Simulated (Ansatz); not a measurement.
**TiTe2 (CdI2 type): scan of one atom of the cell**

TiTe$_{2}$ (CdI2 type)

```
TiTe2
1.0
    3.78396     0.00000     0.00000
   -1.89198     3.27701     0.00000
    0.00000     0.00000     6.60161
Ti Te
1 2
Direct
  0.00000   0.00000   0.00000
  0.33333   0.66667   0.25685
  0.66667   0.33333   0.74315
```

In each cell atom 1 (Ti, nearest neighbour Te at 2.765 Å; its periodic images, 3.8 Å or more away, move with it) moves by s·(0.000, 0.000, 1.000) (along Cartesian z), the rest being held.

Calculation: r2SCAN+rVV10 (plane waves to 500 eV, PAW, scalar-relativistic; Ansatz, a first-principles code). k mesh 11×11×6 (Γ-centred), Fermi-Dirac smearing 0.05 eV. Energies are smeared free energies. With partly filled bands, energies and forces of such displacements shift with the k mesh and the smearing. Spin-orbit coupling is left out, though Te is heavy. TiTe2 is run without spin polarisation. TiTe2 was relaxed with its symmetry unable to fall. The zero of ΔE is the undisplaced structure.

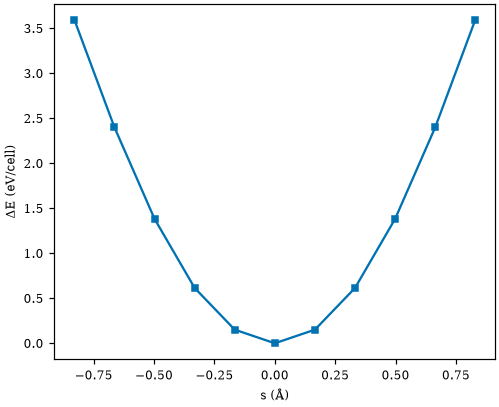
*ΔE (eV/cell) against s (Å); computed points joined by lines.*

The force constant k = d²E/ds² at s = 0 (finite differences) comes out as 10.9 eV/Å² and the force along the line at s = -0.830 Å is 7.56 eV/Å. Shape of the curve: a single well with its minimum at or next to zero displacement. Harmonic estimate at the end of the scan: ½ks² = 3747 meV/cell against the computed 3595 meV/cell, so the well is close to harmonic there. Symmetry of the curve: even: the same for both signs.

The forces along the line at the two nearest points give (1.823 − (-1.823)) / (2·0.166) = 10.98 eV/Å²; the next pair corrects for the finite step.

(For displaced atoms, the force is minus the slope of the energy, and its curvature is a force constant, which sets phonon frequencies.)
